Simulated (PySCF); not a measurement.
```yaml
atoms:
  - { symbol: C, position_ang: [-4.0936, -0.1402, -0.1642] }
  - { symbol: C, position_ang: [-3.0298, -0.9288, -0.1547] }
  - { symbol: Si, position_ang: [-1.3688, -0.5119, 0.6325] }
  - { symbol: Si, position_ang: [0.2792, -0.5023, -0.9924] }
  - { symbol: Cl, position_ang: [0.8530, -2.3803, -1.4941] }
  - { symbol: N, position_ang: [1.7013, 0.2995, -0.3735] }
  - { symbol: Si, position_ang: [1.9323, 2.0100, -0.6106] }
  - { symbol: Si, position_ang: [2.9255, -0.6118, 0.4782] }
  - { symbol: H, position_ang: [-4.0823, 0.8268, 0.3118] }
  - { symbol: H, position_ang: [-5.0227, -0.4155, -0.6408] }
  - { symbol: H, position_ang: [-3.1070, -1.8907, -0.6500] }
  - { symbol: H, position_ang: [-1.4965, 0.7883, 1.3098] }
  - { symbol: H, position_ang: [-1.1324, -1.5140, 1.6899] }
  - { symbol: H, position_ang: [-0.0108, 0.1197, -2.2894] }
  - { symbol: H, position_ang: [2.1519, 2.6275, 0.6966] }
  - { symbol: H, position_ang: [3.0781, 2.2337, -1.4939] }
  - { symbol: H, position_ang: [0.6981, 2.5194, -1.2069] }
  - { symbol: H, position_ang: [3.8194, -1.2499, -0.4875] }
  - { symbol: H, position_ang: [2.2393, -1.6035, 1.3058] }
  - { symbol: H, position_ang: [3.6607, 0.3347, 1.3109] }
```

Geometry: GFN2-xTB.

Method: PySCF, PBE0/pcSseg-1, SCF density, gas phase, non-relativistic.

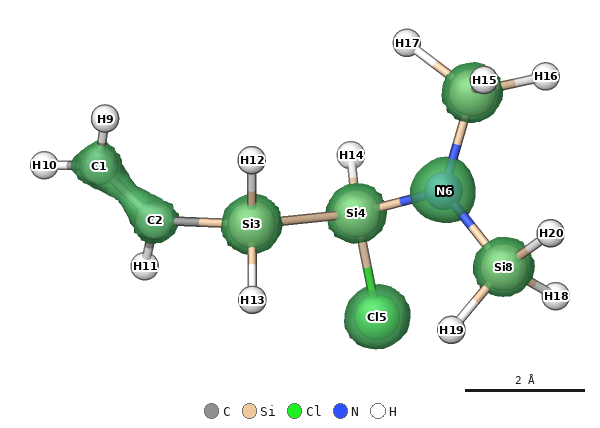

C2H12ClNSi4. Isosurface of the electron density at 2 e/Å³ (green), seen across its widest extent.

### How is the density connected at this value?

At this value the surface falls into 17 separate pieces. It bridges the sampled C–C (1.32 Å) contacts, where the density stays above the isovalue. It is pinched off along the sampled Si–N (1.74 Å), C–Si (1.88 Å) and Si–Cl (2.03 Å) contacts. On the grid the lowest density along these lines, outside the cores, is 2.3 e/Å³ (C–C, 1.32 Å), 0.84 e/Å³ (Si–N, 1.74 Å), 0.78 e/Å³ (C–Si, 1.88 Å) and 0.67 e/Å³ (Si–Cl, 2.03 Å).
